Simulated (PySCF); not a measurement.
# C2H2Cl3F3Si: the cost of one run

Computed with PySCF 2.14.0, with density-fitted response routines of our own, on a single molecule in the gas phase. Atoms count from 0, in the outputs and in this text.

## 1. The molecule as given

11 atoms, charge 0, multiplicity 1; geometry from: GFN2-xTB.

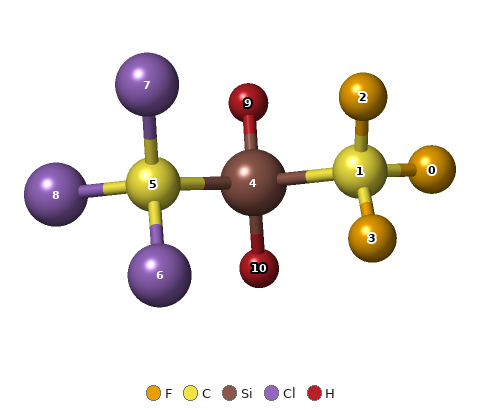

The starting geometry (fluorine amber, carbon yellow, silicon brown, chlorine purple, hydrogen red), atoms numbered.

## 2. Excited states and response: wB97X-D/def2-SVPD

Job settings and geometry (Å):

```
{"job": {"kind": "uv", "xc": "wB97X-D", "basis": "def2-SVPD", "nstates": 8, "ntriplets": 3}, "charge": 0, "multiplicity": 1}
F     -2.640508     0.379581    -0.641889
C     -1.561600    -0.322305    -0.239547
F     -1.455757    -1.357763    -1.086216
F     -1.875822    -0.833385     0.960710
Si     0.009375     0.838816    -0.212039
C      1.521652    -0.217342     0.362638
Cl     1.251877    -0.860919     1.996312
Cl     1.815492    -1.558707    -0.764306
Cl     2.954181     0.831410     0.389433
H      0.237190     1.249150    -1.591522
H     -0.250657     1.854135     0.800463
```

With the program's defaults for keys left out, this is: TDDFT wB97X-D/def2-SVPD, vertical, gas phase, core orbitals frozen in the response.

Command:

```
> OMP_NUM_THREADS=1 python probes_run.py task.json out
```

This one command runs all jobs of the session in turn.

Q: Estimate the wall time and peak memory of this job on 1 thread of Arm Neoverse N1, shared host.

About 1.9 min, with a peak of 0.99 GiB.
